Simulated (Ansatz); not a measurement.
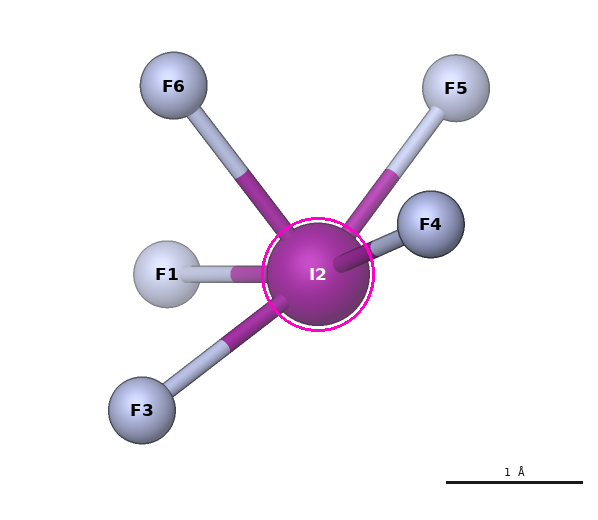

Orthographic view. Distant atoms are faded towards the background colour. The geometry was computed by an optimisation with PBE0-D4/def2-TZVP.

Which atoms are bonded to the circled atom?

Answer. The circled atom is I2; it is bonded to F1, F3, F4, F5, F6.

Which atom is farthest from the viewer?

Answer. F1, 1.6 Å behind the mean position.

Which atom is nearest the viewer?

Answer. F4, 1.5 Å in front of the mean position.
